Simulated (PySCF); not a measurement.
```xyz
15

C    -0.8612   -1.5201    1.7240
Si   -0.3031   -0.0036    0.7637
C    -1.6972    1.1661    0.0656
O    -1.4442    1.7765   -0.9324
C     1.3287    0.5428    0.0622
Si    1.3195    0.3314   -1.9053
F     0.1888   -0.8124   -2.0364
H    -0.8091   -1.3498    2.8003
H    -0.2333   -2.3850    1.5069
H    -1.8932   -1.7928    1.4847
H    -2.6865    1.2366    0.5483
H     2.1657   -0.0205    0.4773
H     1.5229    1.5968    0.2732
H     2.5747   -0.2772   -2.2954
H     0.8230    1.5191   -2.5586
```

Geometry: GFN2-xTB.

Method: CAM-B3LYP/def2-SVPD, SCF density, gas phase (PySCF 2.14.0).

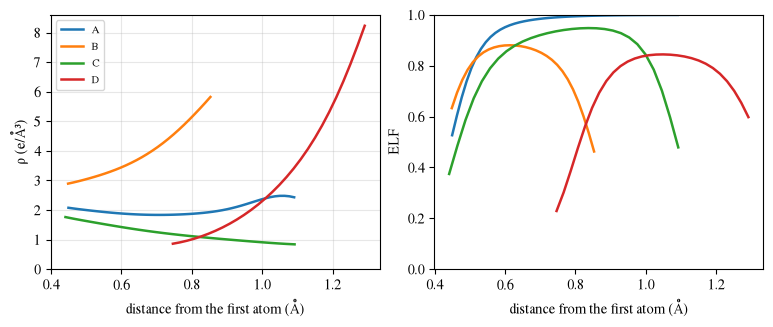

C3H8FOSi2 (SMILES C[Si+](C=O)C[SiH2]F) (charge +1). Electron density and electron localisation function along straight lines between neighbouring atoms. The curves leave out the atomic cores.

Q: Which curve belongs to which contact (C–H, C–O, C–Si and Si–F)? The first atom named is at distance zero.

A: Curve A: C–H (1.09 Å): the density is about 1.9 e/Å³ at the midpoint; the ELF climbs to about 1 towards the hydrogen, as it does in any bond to H: a covalent bond by its length. Curve B: C–O (1.20 Å): ρ at the midpoint is about 3.4 e/Å³; the ELF peaks at about 0.90 between the atoms; a short, multiple covalent bond. Curve C: C–Si (1.86 Å): ρ at the midpoint is about 0.98 e/Å³; the ELF peaks at about 0.95 between the atoms: a shared electron pair. Curve D: Si–F (1.61 Å): the density is about 1 e/Å³ at the midpoint; the ELF peaks at about 0.85 in the valence shell of F, 0.6 Å from its nucleus, and is about 0.50 at the midpoint.
